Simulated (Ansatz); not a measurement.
From F to I: the dipole moment

All atoms of one element are swapped for its congeners: CHF2 (difluoromethyl radical) `F[CH]F`; CHBr2 `Br[CH]Br`; CHI2 `I[CH]I`. The Cl member is missing. All are doublets with charge 0.

Shapes, held fixed at every level: PBE0-D4/def2-TZVP. Programs: Ansatz 0.2.0. Values in D.

```
               level  CHF2  CHBr2  CHI2
   PBE-D4/def2-TZVPP  1.19   0.66  0.37
r2SCAN-D4/def2-TZVPP  1.27   0.78  0.48
 B3LYP-D4/def2-TZVPP  1.32   0.73  0.43
  wB97M-V/def2-TZVPP  1.31   0.75  0.45
```

At wB97M-V/def2-TZVPP the dipole moment falls at every step, from 1.31 to 0.45 D. Every level shows the same order. Open shells run unrestricted unless RO is named. For atoms past krypton def2 sets carry core potentials with scalar relativity. Relativity is left out for Br unless named. Magnitudes only: a dipole under 1 D may point either way.

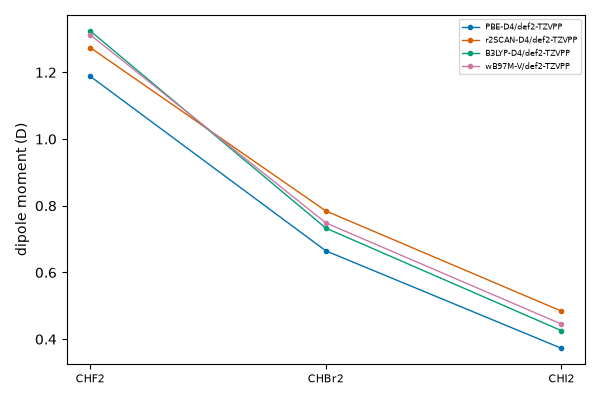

The trend along the series, level by level.
